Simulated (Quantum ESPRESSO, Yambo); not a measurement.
# CdSe (F-43m): G0W0 with Yambo, start to end, part 3 of 3

Wanted: ground state, empty states, screening and self-energy for CdSe (F-43m).

Quantum ESPRESSO 7.5 and Yambo 5.3.0; PBE and many-body steps on it, plane waves. Known limits of the many-body steps: not at the basis limit; exchange with frozen shells missing; no spin-orbit coupling; coarse k mesh.

So far. Step 3 (Bands along the symmetry lines): The gap is 0.547 eV, as in the run before at this level. Step 4 (Empty states on the mesh, 4×4×4 mesh, 149 bands): On this mesh the gap is 0.547 eV.

## (6) Screening and self-energy, 4×4×4 mesh, 149 bands, screening to 129.3 eV

G0W0 replaces the xc potential by the self-energy, built once from these orbitals. Only a window of levels is corrected, while the sums run over the empty bands that the input names.

This step: G0W0 on PBE, plane waves, norm-conserving pseudopotentials.

Contents of gw1.in:

```
HF_and_locXC
gw0
dyson
ppa
em1d
rim_cut
RandQpts= 1000000
RandGvec= 1 RL
EXXRLvcs= 94 Ry
VXCRLvcs= 376 Ry
Chimod= "HARTREE"
% BndsRnXp
 1 | 149 |
%
NGsBlkXp= 9.5 Ry
% LongDrXp
 1 | 1 | 1 |
%
% GbndRnge
 1 | 149 |
%
DysSolver= "n"
ExtendOut
PPAPntXp= 27.21138 eV
% QPkrange
 1 | 8 | 16 | 23 |
%
```

Started as:

```console
> OMP_NUM_THREADS=1 mpirun -n 4 yambo -F gw1.in -J gw1 -C gw1 > gw1.log
```

The program printed:

```text
 Yambo, version 5.3.0

 [02] CORE Variables Setup
 =========================

  [... cell, symmetries and grids as in the set-up ...]

  [02.05] Energies & Occupations
  ==============================

  [X] === General ===
  [X] Electronic Temperature                        :  0.000000  0.000000 [eV K]
  [X] Bosonic    Temperature                        :  0.000000  0.000000 [eV K]
  [X] Finite Temperature mode                       : no
  [X] El. density                                   :  0.62193E+24 [cm-3]
  [X] Fermi Level                                   :  7.361628 [eV]

  [X] === Gaps and Widths ===
  [X] Conduction Band Min                           :  0.547474 [eV]
  [X] Valence Band Max                              :  0.000000 [eV]
  [X] Filled Bands                                  :  18
  [X] Empty Bands                                   :   19  149
  [X] Direct Gap                                    :  0.547474 [eV]
  [X] Direct Gap localized at k                     :  1
  [X] Indirect Gap                                  :  0.547474 [eV]
  [X] Indirect Gap between kpts                     :  1  1
  [X] Last valence band width                       :  2.085577 [eV]
  [X] 1st conduction band width                     :  4.363902 [eV]

 [03] Transferred momenta grid and indexing
 ==========================================

 IBZ Q-points                                      :   8
 BZ  Q-points                                      :   64

 K/Q-points units:
 rlu = crystal or reduced units; cc = cartesian coordinates; iku = interal k-units

 Q [1]          [rlu]:  0.000000  0.000000  0.000000
 Q [2]          [rlu]: -0.74024E-17  0.64753E-17  0.25000
 Q [3]          [rlu]:  0.14805E-16 -0.12951E-16 -0.50000
 Q [4]          [rlu]: -0.67816E-17  0.25000      0.25000
 Q [5]          [rlu]: -0.13780E-16  0.25000      0.50000
 Q [6]          [rlu]: -0.12951E-16  0.25000     -0.25000
 Q [7]          [rlu]:  0.13563E-16 -0.50000     -0.50000
 Q [8]          [rlu]:  0.250000 -0.500000 -0.250000

 [04] Coloumb potential Random Integration (RIM)
 ===============================================

  [04.01] RIM initialization
  ==========================

  * Diagonal components only detected *

  8 x (sBL volume)        :  0.079377 [a.u.]
  sBZ random points       :  1000000
  Points outside the sBZ  :   7999624
  RL volume               :  0.635013 [a.u.]
  Integrated volume       :  0.635043 [a.u.]

  [04.02] RIM integrals
  =====================

  Gamma point sphere radius             :  0.077956 [a.u.]
  Points outside the sphere             :   799635
  [Int_sBZ(q=0) 1/q^2]*(Vol_sBZ)^(-1/3) =:  7.763403
                                 should be <:  7.795600

  Summary of Coulomb integrals for non-metallic bands |Q|[au] RIM/Bare

  Q [1] 0.100000E-4 0.995870 * Q [2] 0.234463 1.065611
  Q [4] 0.270735 1.063960 * Q [6] 0.382877 1.025542
  Q [5] 0.448963 1.019403 * Q [3] 0.468927 1.016307
  Q [7] 0.541470 1.013019 * Q [8] 0.605382 1.010006

 [05] Dipoles
 ============

  [05.01] Setup: observables and procedures
  =========================================

 [06] Dynamic Dielectric Matrix (PPA)
 ====================================

 [WR./gw1//ndb.pp]---------------------------------------------------------------
  Brillouin Zone Q/K grids (IBZ/BZ)                :    8   64    8   64
  RL vectors                                       :   7239 [WF]
  Coulomb cutoff potential                         : none
  Electronic Temperature                           :  0.000000 [K]
  Bosonic    Temperature                           :  0.000000 [K]
  PPA    diel. fun.  energies                      : Perdew, Burke & Ernzerhof(X)+Perdew, Burke & Ernzerhof(C)
  wavefunctions                                    : Perdew, Burke & Ernzerhof(X)+Perdew, Burke & Ernzerhof(C)
  Global Gauge                                     : length
  X matrix size                                    :  229
  X band range                                     :    1  149
  X e/h energy range                               : -1.000000 -1.000000 [eV]
  X Time ordering                                  : R
  X Hxc Kernel                                     : HARTREE
  X Drude frequency                                :  0.000000  0.000000
  X poles                                          :  100.0000 [o/o]
  RL vectors in the sum                            :   7239
  [r,Vnl] included                                 : yes
  Field direction                                  :  0.577350E-5  0.577350E-5  0.577350E-5
  BZ energy Double Grid                            : no
  BZ energy DbGd points                            : 0
  BZ Q point size factor                           : -1.000000
  X Optical Averaged directions                    : none

 [07] Local Exchange-Correlation + Non-Local Fock
 ================================================

 [VXC] Plane waves :   47855
 [EXS] Plane waves :   6081

 QP @ state[ 1 ] K range:   1   8
 QP @ state[ 1 ] b range:  16  23

 [xc] Functional : Perdew, Burke & Ernzerhof(X)+Perdew, Burke & Ernzerhof(C)
 [xc] LIBXC used to calculate xc functional
  PP Number of Atomic Species                      :  2
  NLCC RL compoments                               :   47855
  PP Number of Atomic Species                      :  2
  NLCC RL compoments                               :   47855

 [xc] E_xc :  -27.04176 [Ha]
      E_xc :  -54.08352 [Ry]

  Local XC kind (lXC) : Perdew, Burke & Ernzerhof(X)+Perdew, Burke & Ernzerhof(C)
  Non-Local XC kind (nlXC) : Hartree-Fock

  Corrections @ K [1] :  [eV]
 <16|nlXC|16> = -18.87312 -0.27157E-17 <16|lXC|16> = -15.31662  0.31633E-18
 <17|nlXC|17> = -18.87320  0.55935E-17 <17|lXC|17> = -15.31662 -0.18882E-15
 <18|nlXC|18> = -18.87320  0.14658E-16 <18|lXC|18> = -15.31662 -0.23586E-16
 <19|nlXC|19> = -8.130874 -0.78977E-18 <19|lXC|19> = -11.48236  0.37764E-15
 <20|nlXC|20> = -5.557811 -0.22674E-17 <20|lXC|20> = -10.19485  0.53828E-20
 <21|nlXC|21> = -5.557861 -0.15800E-17 <21|lXC|21> = -10.19486  0.47192E-16
 <22|nlXC|22> = -5.557854 -0.75184E-18 <22|lXC|22> = -10.19485  0.47199E-16
 <23|nlXC|23> = -3.452135 -0.47275E-18 <23|lXC|23> = -8.632071  0.18879E-15

  Corrections @ K [2] :  [eV]
 <16|nlXC|16> = -16.98139  0.94072E-17 <16|lXC|16> = -13.39409  0.49539E-19
 <17|nlXC|17> = -18.34350 -0.22281E-16 <17|lXC|17> = -14.75143 -0.18878E-15
[...]
Corrections @ K [3] :  [eV]
[...]
Corrections @ K [4] :  [eV]
[...]
Corrections @ K [5] :  [eV]
[...]
[... 2 further k-points ...]
  Corrections @ K [8] :  [eV]
[...]
<19|nlXC|19> = -9.120303 -0.11434E-17 <19|lXC|19> = -13.46088 -0.47229E-16
 <20|nlXC|20> = -6.394900 -0.87460E-18 <20|lXC|20> = -9.941178 -0.47233E-16
 <21|nlXC|21> = -5.298028  0.90557E-18 <21|lXC|21> = -9.968563  0.18880E-15
 <22|nlXC|22> = -4.743411  0.19394E-17 <22|lXC|22> = -8.926123 -0.34901E-16
 <23|nlXC|23> = -6.621597  0.10530E-18 <23|lXC|23> = -11.91162  0.59014E-17

  [07.01] Hartree-Fock occupations report
  =======================================

  [Hartree-Fock] === General ===
  [Hartree-Fock] Electronic Temperature             :  0.000000  0.000000 [eV K]
  [Hartree-Fock] Bosonic    Temperature             :  0.000000  0.000000 [eV K]
  [Hartree-Fock] Finite Temperature mode            : no
  [Hartree-Fock] El. density                        :  0.62193E+24 [cm-3]
  [Hartree-Fock] Fermi Level                        :  7.361628 [eV]

  [Hartree-Fock] === Gaps and Widths ===
  [Hartree-Fock] Conduction Band Min                :  3.898961 [eV]
  [Hartree-Fock] Valence Band Max                   : -3.556574 [eV]
  [Hartree-Fock] Filled Bands                       :  18
  [Hartree-Fock] Empty Bands                        :   19  149
  [Hartree-Fock] Direct Gap                         :  7.455535 [eV]
  [Hartree-Fock] Direct Gap localized at k          :  1
  [Hartree-Fock] Indirect Gap                       :  7.455535 [eV]
  [Hartree-Fock] Indirect Gap between kpts          :  1  1
  [Hartree-Fock] Last valence band width            :  2.255713 [eV]
  [Hartree-Fock] 1st conduction band width          :  5.352993 [eV]

 [08] Dyson equation: Newton solver
 ==================================

  [08.01] G0W0 (W PPA)
  ====================

  [  GW  ] Bands range     :    1  149
  [GW/PPA] G damping       :  0.100000 [eV]

  QP @ state[ 1 ] K range:   1   8
  QP @ state[ 1 ] b range:  16  23

   Sc/G bands                                       :    1  149
   Sc/G damping                                     :  0.100000 ev
   Sc bands terminator                              : no
   Sx RL components                                 :   6081

   QP @ state[ 1 ] K range                          :   1   8
   QP @ state[ 1 ] b range                          :  16  23
   GF energies kind                                 : Perdew, Burke & Ernzerhof(X)+Perdew, Burke & Ernzerhof(C)
   GF WF`s kind                                     : Perdew, Burke & Ernzerhof(X)+Perdew, Burke & Ernzerhof(C)
   Xs energies kind                                 : Perdew, Burke & Ernzerhof(X)+Perdew, Burke & Ernzerhof(C)
   Xs WF`s kind                                     : Perdew, Burke & Ernzerhof(X)+Perdew, Burke & Ernzerhof(C)

 [11] Game Over & Game summary
```

Elapsed: 9.1 min, on 4 MPI ranks of Arm Neoverse V1, shared host; peak memory 2.3 GiB.

This step gave:

- G0W0 gap on the mesh: 1.705 eV
- starting gap on the mesh: 0.5475 eV
- k of the valence top: 0, 0, 0
- k of the conduction bottom: 0, 0, 0
- least direct G0W0 gap on the computed points: 1.705 eV
- Z at the valence top: 0.7912
- Z at the conduction bottom: 0.8119

The gap on the mesh goes from 0.55 eV to 1.70 eV, a correction of +1.16 eV.

Limits: finite bands, cutoff and mesh; exchange with frozen shells missing; no spin-orbit coupling; coarse k mesh. v1 is the top filled band, c1 the lowest empty one. Levels before and after the correction, in eV, zero at the valence-band top of each column:

```
           conduction bottom  valence top
Kohn-Sham               0.55         0.00
     G0W0               1.70         0.00
```

```
             level  energy (eV)
Kohn-Sham  Γ v3-v1        0.000
Kohn-Sham     Γ c1        0.547
Kohn-Sham  Γ c2-c4        5.943
     G0W0  Γ v3-v1        0.000
     G0W0     Γ c1        1.705
     G0W0  Γ c2-c4        7.427
```

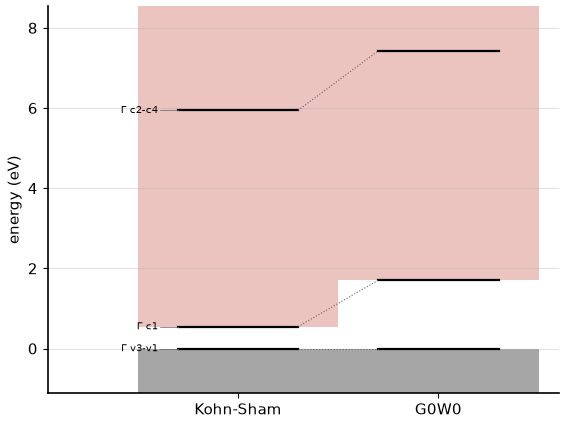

Levels before and after the correction. Shaded: valence and conduction bands.

## (7) Where the time went

Times are wall times on the hardware named with each run, good to a factor of about two.

```
                          step     time  share  memory (GiB)
                  ground state     15 s    3 %          0.34
bands along the symmetry lines     13 s    2 %          0.28
      empty states on the mesh     23 s    4 %          0.52
         conversion and set-up    3.1 s    1 %          0.26
     screening and self-energy  9.1 min   91 %           2.3
```

## (8) What came out

| Property | Result |
| --- | --- |
| PBE gap | 0.55 eV, direct |
| G0W0 gap on the mesh | 1.70 eV |
| GW settings | 4×4×4 mesh, 149 bands, screening to 129.3 eV, Godby-Needs plasmon pole |
| known limits | not at the basis limit; exchange with frozen shells missing; no spin-orbit coupling; coarse k mesh |

In words: G0W0 moves the gap on the mesh from 0.55 eV to 1.70 eV (+1.16 eV), with Z of 0.79 and 0.81 at the edges. The dearest step here is «screening and self-energy». Against experiment, by G0W0@PBE: the direct gap of 1.70 eV lies +0.01 eV from the measured 1.69 ± 0.02 eV (direct, 300 K, on GaAs(100), 2010). An exciton line or allowed optical edge lies below the quasiparticle gap by the binding energy; a forbidden edge can push the onset above it. The calculation has static nuclei and no excitons; a measured gap holds zero-point and thermal motion, which mostly lowers it. Bands and cutoff are finite, so the gap is not at the basis limit. The miss can reach some tenths of an eV and take either sign; the mesh is an error of its own. The 4×4×4 mesh is coarse for this cell, which bears on the long-range parts of exchange and screening. The norm-conserving file of at least one element keeps a d shell over frozen s and p shells of the same row. Exchange with those shells is missing from the self-energy, an error of 0.3 to 0.9 eV in cases checked, whose sign depends on which edge lies on those atoms. The many-body steps are scalar-relativistic: spin-orbit coupling is not in them.

[Paths, hosts, dates, memory and timing lines, banners, echoed tables and standing remarks are left out of the program output.]

[Logs are printed without paths, hosts, clocks, repeated set-up lines and the standing remarks that a program may print on its own settings, such as how far it seeks lower states.]

[Runs of the session that timed out or met a known fault of the program may be left out.]

[Hosts, paths, dates, database ids (printed as entryN), source tags and the programs' standing remarks are cut or masked in the printed files.]
